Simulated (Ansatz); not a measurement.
# C₂HF₃Sn: trial inputs and their diagnosis

Aim: try 3 inputs for C₂HF₃Sn as typed, read how each ends, and find what has to change.

Program: Ansatz 0.2.0, Gaussian basis. Level of theory: the settings change from run to run. These are calculated values, not measurements.

**1. The molecule**

An earlier PBE0-D4 in a triple-zeta def2 set relaxation fixed the geometry. Sn takes a core potential in def2 sets; no spin-orbit term is included.

SMILES `C#[C][Sn]([F])([F])[F]`, 7 atoms, charge 0, spin multiplicity 1.

Atoms are counted from 1 here; the program's logs count them from 0.

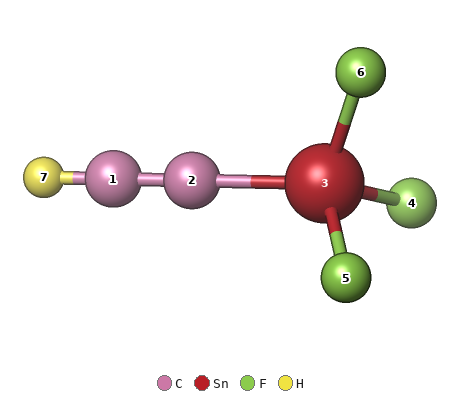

The geometry (carbon pink, tin red, fluorine green, hydrogen yellow); atoms are numbered from 1 in the order of the file.

Geometry (Å):

```xyz
7
C2HF3Sn
C     1.2999   -1.6277    0.6909
C     0.5885   -0.7369    0.3074
Sn   -0.6123    0.7676   -0.3416
F    -2.2262    0.1535   -1.1002
F     0.1973    1.8378   -1.6670
F    -1.1168    1.9561    1.0334
H     1.9310   -2.4183    1.0314
```

**2. Input 1**

The input, in.yaml:

```yaml
crystal:
  periodic: [false, false, false]
  atoms:
    - {symbol: C, position_ang: [1.299944, -1.627726, 0.690938]}
    - {symbol: C, position_ang: [0.588504, -0.736928, 0.307369]}
    - {symbol: Sn, position_ang: [-0.612269, 0.767646, -0.341593]}
    - {symbol: F, position_ang: [-2.226235, 0.153460, -1.100179]}
    - {symbol: F, position_ang: [0.197286, 1.837776, -1.666995]}
    - {symbol: F, position_ang: [-1.116794, 1.956084, 1.033407]}
    - {symbol: H, position_ang: [1.930964, -2.418312, 1.031352]}
basis:
  gaussian: {orbitals: STO-3G, nuclear_model: gaussian}
magnetization: {spin_polarized: true, initial_magnetization: 1}
hamiltonian: {xc: {name: LC-wPBE}}
output: {forces: true}
```

The run is started by

```
$ ansatz run in.yaml --threads 4 --pin off --events-out ev --progress --plain --max-ram 10444MiB
```

Output:

```text
Error: a molecule whose nuclei and cores have a total charge of 90 cannot have a net charge of 0 together with 1 unpaired electrons
```

Run time: 0.05 s. Hardware: 4 threads of Intel Xeon at 2.80GHz, shared host.

Diagnosis: The program refused the input. The number of unpaired electrons doesn't fit the electron count. Fix: make charge and initial_magnetization agree: an even electron count takes an even number of unpaired electrons.

**3. Input 2**

The input, in.yaml:

```yaml
crystal:
  periodic: [false, false, false]
  atoms:
    - {symbol: C, position_ang: [1.299944, -1.627726, 0.690938]}
    - {symbol: C, position_ang: [0.588504, -0.736928, 0.307369]}
    - {symbol: Sn, position_ang: [-0.612269, 0.767646, -0.341593]}
    - {symbol: F, position_ang: [-2.226235, 0.153460, -1.100179]}
    - {symbol: F, position_ang: [0.197286, 1.837776, -1.666995]}
    - {symbol: F, position_ang: [-1.116794, 1.956084, 1.033407]}
    - {symbol: H, position_ang: [1.930964, -2.418312, 1.031352]}
basis:
  gaussian: {orbitals: ANO-RCC-VTZP}
magnetization: {spin_polarized: true, initial_magnetization: 3}
hamiltonian: {xc: {name: BHLYP}}
output: {forces: true}
```

Launched as before.

Output:

```text
Error: a molecule whose nuclei and cores have a total charge of 90 cannot have a net charge of 0 together with 3 unpaired electrons
```

It took 0.05 s on 4 threads of Intel Xeon at 2.80GHz, shared host.

Diagnosis: The program refused the input. The number of unpaired electrons doesn't fit the electron count. To mend it, make charge and initial_magnetization agree: an even electron count takes an even number of unpaired electrons.

**4. Input 3**

The input, in.yaml:

```yaml
crystal:
  periodic: [false, false, false]
  atoms:
    - {symbol: C, position_ang: [1.299944, -1.627726, 0.690938]}
    - {symbol: C, position_ang: [0.588504, -0.736928, 0.307369]}
    - {symbol: Sn, position_ang: [-0.612269, 0.767646, -0.341593]}
    - {symbol: F, position_ang: [-2.226235, 0.153460, -1.100179]}
    - {symbol: F, position_ang: [0.197286, 1.837776, -1.666995]}
    - {symbol: F, position_ang: [-1.116794, 1.956084, 1.033407]}
    - {symbol: H, position_ang: [1.930964, -2.418312, 1.031352]}
basis:
  gaussian: {orbitals: def2-TZVP}
magnetization: {spin_polarized: true, initial_magnetization: 2}
hamiltonian: {xc: {name: wB97M-V}, dispersion: d4}
```

The command is unchanged.

Output:

```text
Error: invalid value for `hamiltonian.dispersion`: no damping is tabulated for this functional; type it, or the functional that lends it
```

Wall time 0.05 s (4 threads of Intel Xeon at 2.80GHz, shared host).

**Diagnosis.** The program refused the input. The dispersion term doesn't go with the functional. It also asks for charge 0 and multiplicity 3, another species or state than the molecule above. Fix: leave the dispersion key out, since this functional holds its own nonlocal correlation, and set charge and spin to those of the species named.

**5. How the tries ended**

| input | level | ended | cause | time |
| --- | --- | --- | --- | --- |
| 1 | LC-wPBE/STO-3G | refused | the number of unpaired electrons doesn't fit the electron count | 0.05 s |
| 2 | BHLYP/ANO-RCC-VTZP | refused | the number of unpaired electrons doesn't fit the electron count | 0.05 s |
| 3 | wB97M-V/def2-TZVP | refused | the dispersion term doesn't go with the functional | 0.05 s |

**Reading.** 3 refused. A refusal costs next to no computing time.
